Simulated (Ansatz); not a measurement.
Input file:

```
crystal:
  periodic: [false, false, false]
  atoms:
    - {symbol: In, position_ang: [1.514372, -1.589131, 0.116684]}
    - {symbol: In, position_ang: [-1.116364, 2.161830, 0.306360]}
    - {symbol: In, position_ang: [-0.213534, -1.610561, -2.537500]}
    - {symbol: In, position_ang: [-2.030154, -0.996178, 0.262957]}
    - {symbol: In, position_ang: [-0.428214, -2.627983, 3.115974]}
    - {symbol: In, position_ang: [1.245508, 1.330028, -1.742525]}
    - {symbol: In, position_ang: [1.873522, 2.400121, 2.387478]}
    - {symbol: As, position_ang: [-3.171880, 1.050880, -1.061309]}
    - {symbol: As, position_ang: [-0.712770, -3.169077, -0.410565]}
    - {symbol: As, position_ang: [1.582641, -0.534840, 2.521838]}
    - {symbol: As, position_ang: [-1.345540, 0.802114, -2.699738]}
    - {symbol: As, position_ang: [1.139505, 3.425377, -0.257873]}
    - {symbol: As, position_ang: [2.447967, -0.925405, -2.355477]}
    - {symbol: As, position_ang: [-0.785049, 0.282825, 2.353705]}
basis:
  gaussian: {orbitals: def2-TZVP, fitting: {mean_field: def2-universal-jkfit}, initial_orbitals: start.molden}
hamiltonian: {xc: pbe0, dispersion: d4}
scf: {omitted_lower_state_checks: [starts]}
output: {orbitals: {seedname: orbitals}}
```

Run with:

```sh
ansatz run in.yaml --threads 2 --pin off --events-out ev --progress --plain --max-ram 32768MiB --backend cuda --devices 0, --max-vram 18GiB
```

Geometry: PBE-D4/def2-SVP; core potentials replace the inner electrons of In.

Theory: RKS PBE0-D4/def2-TZVP (Ansatz).

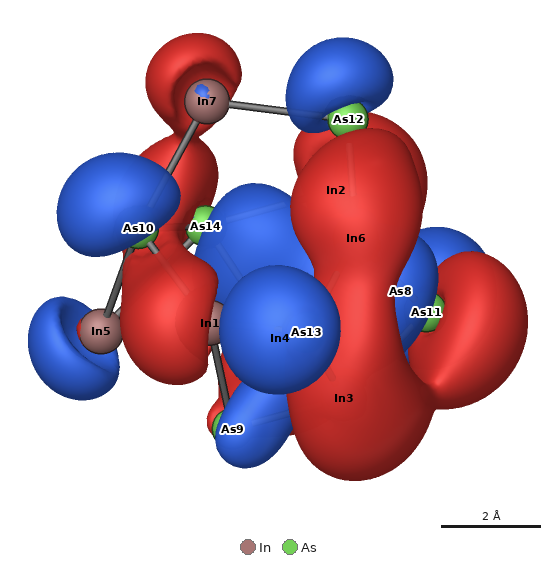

As7In7. The HOMO−1 at ±0.04 Å⁻³ᐟ² (blue and red are the two phases), seen at a tilt.

**Describe this orbital and give its energy.**

Its weight (Hirshfeld) is mainly on As11 (about 15 %), As8 (about 15 %), As14 (about 10 %), As13 (about 10 %), In4 (about 10 %) and In6 (about 10 %). Its energy is −5.66 eV.
